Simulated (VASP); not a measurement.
# What spin-orbit coupling changes in Si2W, part 3 of 4

What does spin-orbit coupling change in Si2W, and what does it cost? All runs use PBEsol. Left out of this account: 1 further run (fields: a reference on another mesh). The start is a cell from a database of measured crystal structures.

VASP 6.6.1, plane waves and PAW; the level of theory is named at each step.

So far. Step 3 (Bands along the symmetry lines (PBEsol + SOC)): There is no gap at this level. Without the coupling there was no gap either. The run took 3.1 times the core time, with 26 spinor bands against 20. Step 4 (Total and projected DOS (PBEsol)): Of the states within 0.3 eV of the Fermi level, the largest shares in the PAW spheres are W d 63 % and Si p 12 %. The rest lies in smaller channels or between the spheres.

## Step 5: Density of states (PBEsol + SOC)

This step: PBEsol, spin-orbit coupling; plane waves and PAW (Si, W) (VASP 6.6.1).

Here the states are counted by energy and projected on the atoms.

Input file INCAR:

```
SYSTEM = Si2W
PREC = Accurate
ENCUT = 400
EDIFF = 1E-06
NELM = 100
ISMEAR = -5
SIGMA = 0.05
LREAL = .FALSE.
ALGO = Normal
GGA = PS
LNONCOLLINEAR = .TRUE.
MAGMOM = 0 0 0 0 0 0 0 0 0
NBANDS = 26
GGA_COMPAT = .FALSE.
LASPH = .TRUE.
LSORBIT = .TRUE.
LMAXMIX = 4
LORBIT = 11
LWAVE = .FALSE.
LCHARG = .FALSE.
KPAR = 4
NEDOS = 2001
```

Input file POSCAR:

```
Si2W
1.0
    0.0000000000     -3.2138000000      0.0000000000
   -3.2138000000      0.0000000000      0.0000000000
    1.6069000000     -1.6069000000     -3.9149500000
Si W
2 1
Direct
    0.3347000000      0.6653000000      0.3306000000
    0.6653000000      0.3347000000      0.6694000000
    0.0000000000      0.0000000000      0.0000000000
```

Input file KPOINTS:

```
Automatic mesh
0
Gamma
9 9 9
0 0 0
```

PAW data sets: Si and W (PBE family, release 64).

Command:

```
$ mpirun -np 4 vasp_ncl
```

Log:

```text
[... set-up lines as in an earlier step ...]
 entering main loop
       N       E                     dE             d eps       ncg     rms          rms(c)
DAV:   1     0.216873902144E+02    0.21687E+02   -0.49354E+03  3996   0.758E+02
DAV:   2    -0.253736136056E+02   -0.47061E+02   -0.43707E+02  4854   0.179E+02
DAV:   3    -0.277267241883E+02   -0.23531E+01   -0.22930E+01  5316   0.339E+01
DAV:   4    -0.277649590074E+02   -0.38235E-01   -0.38289E-01  4980   0.457E+00
DAV:   5    -0.277656314356E+02   -0.67243E-03   -0.67671E-03  5288   0.529E-01    0.265E+01
DAV:   6    -0.270288186545E+02    0.73681E+00   -0.17838E+00  5466   0.894E+00    0.110E+01
DAV:   7    -0.269111874052E+02    0.11763E+00   -0.21962E-01  4464   0.342E+00    0.597E+00
DAV:   8    -0.268865952384E+02    0.24592E-01   -0.33208E-02  4888   0.126E+00    0.128E+00
DAV:   9    -0.268860093786E+02    0.58586E-03   -0.19418E-03  5226   0.323E-01    0.360E-01
DAV:  10    -0.268857830819E+02    0.22630E-03   -0.56963E-04  4646   0.164E-01    0.191E-01
DAV:  11    -0.268857933057E+02   -0.10224E-04   -0.94783E-05  4700   0.657E-02    0.385E-02
DAV:  12    -0.268857924633E+02    0.84245E-06   -0.83473E-06  4512   0.195E-02
   1 F= -.26885792E+02 E0= -.26885792E+02  d E =0.000000E+00  mag=     0.0000     0.0000     0.0000
 [... a notice as in an earlier step ...]
```

The job ended after 29 s (4 MPI ranks of AMD EPYC 7R43, shared host; peak memory 0.99 GiB).

Parts of OUTCAR (step 5):

```text
   NELECT =      14.0000    total number of electrons

 E-fermi :  10.4672

 k-point     1 :       0.0000    0.0000    0.0000
  band No.  band energies     occupation
    ...
      8       7.0522      1.00000
      9       7.5263      1.00000
     10       7.5263      1.00000
     11       7.6850      1.00000
     12       7.6850      1.00000
     13      11.0568      0.05012
     14      11.0568      0.05012
     15      12.9665      0.00000
     16      12.9665      0.00000
     17      13.3908      0.00000
    ...

  Total       -0.5799707     -0.5799707     -0.5891897      0.0000000      0.0000000     -0.0000000
  in kB      -22.9801421    -22.9801421    -23.3454270      0.0000000      0.0000000     -0.0000000
  external PRESSURE =     -23.1019037 kB  Pullay stress =       0.0000000 kB

 POSITION                                       TOTAL-FORCE (eV/Angst)
 -----------------------------------------------------------------------------------
     -1.60690     -1.60690     -1.29428         0.000000     -0.000000      0.028155
      0.00000     -3.21380     -2.62067        -0.000000      0.000000     -0.028155
      0.00000      0.00000      0.00000         0.000000     -0.000000      0.000000
 -----------------------------------------------------------------------------------
    total drift:                                0.000000      0.000000     -0.000000

  FREE ENERGIE OF THE ION-ELECTRON SYSTEM (eV)
  ---------------------------------------------------
  free  energy   TOTEN  =       -26.8857924633 eV

  energy  without entropy=      -26.8857924633  energy(sigma->0) =      -26.88579246

 Spin-Orbit-Coupling matrix elements
 Ion:    1  E_soc:     -0.0011162
 Ion:    2  E_soc:     -0.0011162
 Ion:    3  E_soc:     -0.3336786

 magnetization (x)
# of ion       s       p       d       tot
------------------------------------------
    1        0.000   0.000   0.000   0.000
    2        0.000   0.000   0.000   0.000
    3        0.000   0.000   0.000   0.000
--------------------------------------------------
tot          0.000   0.000   0.000   0.000

 magnetization (y)
# of ion       s       p       d       tot
------------------------------------------
    1       -0.000   0.000   0.000   0.000
    2       -0.000   0.000   0.000   0.000
    3        0.000   0.000   0.000   0.000
--------------------------------------------------
tot         -0.000   0.000   0.000   0.000

[... 9 parts as in an earlier step ...]

[... 9 further parts left out ...]
```

Numbers from this step:

```
SCF cycles             : 12
bands                  : 26
free energy (TOTEN)    : -26.89 eV
Fermi energy           : 10.47 eV
pressure               : -2.310 GPa
DOS at the Fermi level : 0.2003 states/eV/cell
```

On-site spin-orbit energy by atom:

| atom | on-site spin-orbit energy (eV) |
| --- | --- |
| Si1 | -0.001 |
| Si2 | -0.001 |
| W3 | -0.334 |

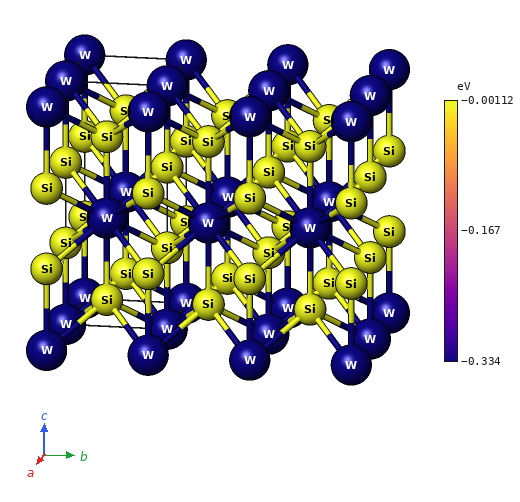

Atoms coloured by on-site spin-orbit energy. 2×3×1 conventional cells are drawn. Some periodic images of atoms are drawn too.

The density of states has structure finer than the step of the table below, so its rows give means over 1 eV, whole bins alone (the curve runs from -12.0 to 1.96 eV). Peaks (eV: height): total -6.4: 1.55, -4.4: 2.03, -2.8: 4.43, -2.6: 4.73; W d -2.8: 2.09, -2.6: 2.27; Si p -6.4: 0.357, -4.5: 0.287, -2.6: 0.698; W p -6.4: 0.0734, -2.3: 0.378; Si s -9.5: 0.376, -9.2: 0.273, -4.4: 0.141.

States under -12.0 eV and over 2.0 eV are left out. Density of states against energy, zero at the Fermi level; means over each step; values in states/eV/cell:

| energy (eV) | total | W d | Si p | W p | Si s | W s |
| --- | --- | --- | --- | --- | --- | --- |
| -11 | 0.575 | 0.0285 | 0.0287 | 0.0309 | 0.184 | 0.0417 |
| -10 | 0.795 | 0.0900 | 0.0438 | 0.0401 | 0.251 | 0.0413 |
| -9 | 0.843 | 0.110 | 0.0658 | 0.0448 | 0.239 | 0.0350 |
| -8 | 0.649 | 0.123 | 0.0697 | 0.0213 | 0.152 | 0.0174 |
| -7 | 0.723 | 0.142 | 0.130 | 0.0243 | 0.0677 | 0.0596 |
| -6 | 1.16 | 0.232 | 0.250 | 0.0549 | 0.0368 | 0.0812 |
| -5 | 0.889 | 0.233 | 0.142 | 0.0372 | 0.0763 | 0.0513 |
| -4 | 1.48 | 0.524 | 0.205 | 0.0672 | 0.0863 | 0.0782 |
| -3 | 2.96 | 1.36 | 0.415 | 0.171 | 0.0784 | 0.0423 |
| -2 | 2.11 | 0.974 | 0.310 | 0.143 | 0.0335 | 0.00953 |
| -1 | 0.872 | 0.563 | 0.0780 | 0.0137 | 0.0119 | 8.6e-4 |
| 0 | 0.318 | 0.200 | 0.0332 | 0.00648 | 0.00650 | 7.6e-4 |
| 1 | 0.909 | 0.405 | 0.116 | 0.0205 | 0.0753 | 0.0114 |

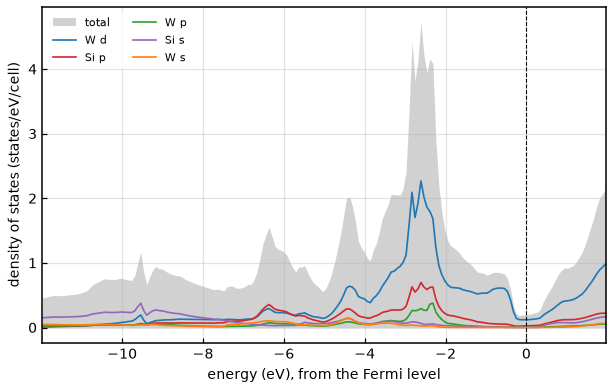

Density of states, plotted against energy.

The DOS at the Fermi level goes from 0.198 to 0.200 states/eV/cell, a number that is sensitive to the mesh. The run took 2.4 times the core time, with 26 spinor bands against 20. Of the states within 0.3 eV of the Fermi level, the largest shares in the PAW spheres are W d 61 % and Si p 12 %. The rest lies in smaller channels or between the spheres.

## Step 6: Full relaxation (PBEsol)

This step: PBEsol; plane waves and PAW (Si, W) (VASP 6.6.1).

Last, the cell itself: ISIF = 3 frees volume, shape and positions, first without the coupling.

Input file INCAR:

```
SYSTEM = Si2W
PREC = Accurate
ENCUT = 400
EDIFF = 1E-06
NELM = 100
ISMEAR = -1
SIGMA = 0.05
LREAL = .FALSE.
ALGO = Normal
GGA = PS
NBANDS = 13
LASPH = .TRUE.
LORBIT = 11
LWAVE = .FALSE.
LCHARG = .FALSE.
KPAR = 4
IBRION = 2
NSW = 60
ISIF = 3
EDIFFG = -0.01
```

POSCAR is that of step 5.

KPOINTS is that of step 5.

Command:

```
$ mpirun -np 4 vasp_std
```

Log:

```text
[... set-up lines as in an earlier step ...]
 entering main loop
       N       E                     dE             d eps       ncg     rms          rms(c)
DAV:   1     0.175210761697E+02    0.17521E+02   -0.51391E+03  1998   0.749E+02
DAV:   2    -0.257555564060E+02   -0.43277E+02   -0.39496E+02  2478   0.165E+02
DAV:   3    -0.275958603410E+02   -0.18403E+01   -0.17966E+01  2677   0.284E+01
DAV:   4    -0.276187529561E+02   -0.22893E-01   -0.22835E-01  2257   0.359E+00
DAV:   5    -0.276191229311E+02   -0.36998E-03   -0.36991E-03  2744   0.392E-01    0.264E+01
DAV:   6    -0.268674370600E+02    0.75169E+00   -0.21472E+00  2892   0.913E+00    0.110E+01
DAV:   7    -0.267464447553E+02    0.12099E+00   -0.21614E-01  2228   0.309E+00    0.558E+00
DAV:   8    -0.267209942843E+02    0.25450E-01   -0.41853E-02  2516   0.145E+00    0.518E-01
DAV:   9    -0.267207012436E+02    0.29304E-03   -0.21547E-03  2281   0.314E-01    0.284E-01
DAV:  10    -0.267206671192E+02    0.34124E-04   -0.33484E-04  2470   0.116E-01    0.562E-02
DAV:  11    -0.267206497717E+02    0.17348E-04   -0.52344E-05  2444   0.501E-02    0.208E-02
DAV:  12    -0.267206500274E+02   -0.25564E-06   -0.16539E-06  1805   0.101E-02
   1 F= -.26720650E+02 E0= -.26719223E+02  d E =-.267207E+02
 curvature:   0.00 expect dE= 0.000E+00 dE for cont linesearch  0.000E+00
 trial: gam= 0.00000 g(F)=  0.215E-04 g(S)=  0.156E-01 ort = 0.000E+00 (trialstep = 0.100E+01)
 search vector abs. value=  0.156E-01
 bond charge predicted
       N       E                     dE             d eps       ncg     rms          rms(c)
DAV:   1    -0.267220888876E+02   -0.14391E-02   -0.38811E-01  2065   0.430E+00    0.189E+00
DAV:   2    -0.267151905422E+02    0.68983E-02   -0.12439E-02  2331   0.814E-01    0.835E-01
DAV:   3    -0.267136094547E+02    0.15811E-02   -0.18031E-03  2350   0.275E-01    0.302E-01
DAV:   4    -0.267133794139E+02    0.23004E-03   -0.38815E-04  2428   0.131E-01    0.512E-02
DAV:   5    -0.267133818226E+02   -0.24088E-05   -0.86260E-06  2396   0.209E-02    0.275E-02
DAV:   6    -0.267133837347E+02   -0.19121E-05   -0.78195E-06  2265   0.149E-02    0.381E-03
DAV:   7    -0.267133831709E+02    0.56378E-06   -0.87214E-07  1215   0.671E-03
   2 F= -.26713383E+02 E0= -.26711972E+02  d E =0.726686E-02
[...]
3 F= -.26723371E+02 E0= -.26721950E+02  d E =-.272049E-02
[...]
4 F= -.26723367E+02 E0= -.26721946E+02  d E =-.271694E-02
[...]
5 F= -.26723403E+02 E0= -.26721981E+02  d E =-.361636E-04
 trial-energy change:   -0.000036  1 .order   -0.000036   -0.000112    0.000041
 step:   0.6375(harm=  0.6375)  dis= 0.00050  next Energy=   -26.723408 (dE=-0.412E-04)
 bond charge predicted
       N       E                     dE             d eps       ncg     rms          rms(c)
DAV:   1    -0.267234107828E+02   -0.74284E-05   -0.17582E-04  2210   0.909E-02    0.701E-03
DAV:   2    -0.267234091590E+02    0.16238E-05   -0.43684E-06  2529   0.161E-02    0.425E-03
DAV:   3    -0.267234085446E+02    0.61445E-06   -0.99977E-07  1290   0.678E-03
   6 F= -.26723409E+02 E0= -.26721987E+02  d E =-.415743E-04
 curvature:  -0.32 expect dE=-0.352E-05 dE for cont linesearch -0.405E-08
 trial: gam= 0.06919 g(F)=  0.264E-05 g(S)=  0.851E-05 ort =-0.128E-05 (trialstep = 0.822E+00)
 search vector abs. value=  0.116E-04
 reached required accuracy - stopping structural energy minimisation
```

Wall time 18 s (4 MPI ranks); peak memory 0.54 GiB; 70 s of CPU time.

From OUTCAR (step 6):

```text
   k-points           NKPTS =     75   k-points in BZ     NKDIM =     75   number of bands    NBANDS=     13

   NELECT =      14.0000    total number of electrons

 E-fermi :  10.4866

 k-point     1 :       0.0000    0.0000    0.0000
  band No.  band energies     occupation
    ...
      2       3.6424      2.00000
      3       6.8319      2.00000
      4       7.1568      2.00000
      5       7.7012      2.00000
      6       7.7012      2.00000
      7      11.1742      0.00000
      8      13.4125      0.00000
      9      13.4851      0.00000
     10      13.7273      0.00000
     11      13.7273      0.00000
    ...

  Total       -0.0085225     -0.0085225     -0.0195959      0.0000000      0.0000000      0.0000000
  in kB       -0.3408672     -0.3408672     -0.7837589      0.0000000      0.0000000      0.0000000
  external PRESSURE =      -0.4884978 kB  Pullay stress =       0.0000000 kB

 POSITION                                       TOTAL-FORCE (eV/Angst)
 -----------------------------------------------------------------------------------
     -1.60119     -1.60119     -1.29163        -0.000000      0.000000     -0.005231
      0.00000     -3.20238     -2.61451         0.000000     -0.000000      0.005231
      1.60119     -1.60119     -3.90614         0.000000      0.000000     -0.000000
 -----------------------------------------------------------------------------------
    total drift:                                0.000000      0.000000     -0.000000

  FREE ENERGIE OF THE ION-ELECTRON SYSTEM (eV)
  ---------------------------------------------------
  free  energy   TOTEN  =       -26.7234085446 eV

  energy  without entropy=      -26.7205652534  energy(sigma->0) =      -26.72198690

 reached required accuracy - stopping structural energy minimisation

[... 6 parts as in an earlier step ...]

[... 10 further parts left out ...]
```

The run keeps the 16 symmetry operations of its start, so it cannot find a distortion of lower symmetry.

Relaxation path:

| step | energy less that of the first step (eV) | largest force (eV/Å) | pressure (GPa) | volume (Å³) |
| --- | --- | --- | --- | --- |
| 1 | 0.0000 | 0.0149 | -2.25 | 40.44 |
| 2 | 0.0073 | 0.0794 | 4.56 | 39.34 |
| 3 | -0.0027 | 0.0168 | 0.01 | 40.06 |
| 4 | -0.0027 | 0.0161 | -0.04 | 40.06 |
| 5 | -0.0028 | 0.0015 | -0.05 | 40.06 |
| 6 | -0.0028 | 0.0052 | -0.05 | 40.06 |

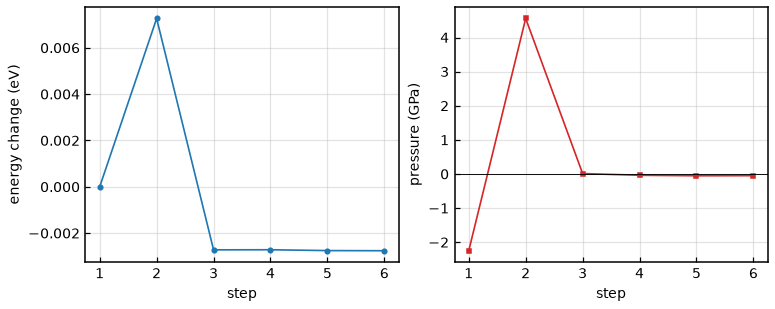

Energy and pressure along the relaxation.

| conventional cell, symmetrised | before | after | change |
| --- | --- | --- | --- |
| a (Å) | 3.214 | 3.202 | -0.4 % |
| b (Å) | 3.214 | 3.202 | -0.4 % |
| c (Å) | 7.830 | 7.812 | -0.2 % |
| volume (Å³/atom) | 13.48 | 13.35 | -0.9 % |

The relaxed structure:

```
Si W
1.0
     0.00000   -3.20238    0.00000
    -3.20238    0.00000    0.00000
     1.60119   -1.60119   -3.90614
Si W
2 1
Direct
  0.33467 0.66533 0.33067
  0.66533 0.33467 0.66933
  0.00000 0.00000 0.00000
```

This step gave:

```
bands                           : 13
free energy (TOTEN)             : -26.72 eV
energy at zero smearing         : -26.72 eV
Fermi energy                    : 10.49 eV
pressure                        : -0.04885 GPa
SCF cycles over all ionic steps : 33
```

It ends with a largest force of 0.005 eV/Å and a pressure of -0.05 GPa.

(Part 3 of 4 ends here.)

[Lines on the potential files, build, host, timing and source positions are cut from VASP's logs without a mark.]

[Logs are printed without paths, hosts, clocks, repeated set-up lines and the standing remarks that a program may print on its own settings, such as how far it seeks lower states.]

[Hosts, paths, dates, database ids (printed as entryN), source tags and the programs' standing remarks are cut or masked in the printed files.]

[A measured line is paired with the nearest computed mode of its activity, which favours agreement.]
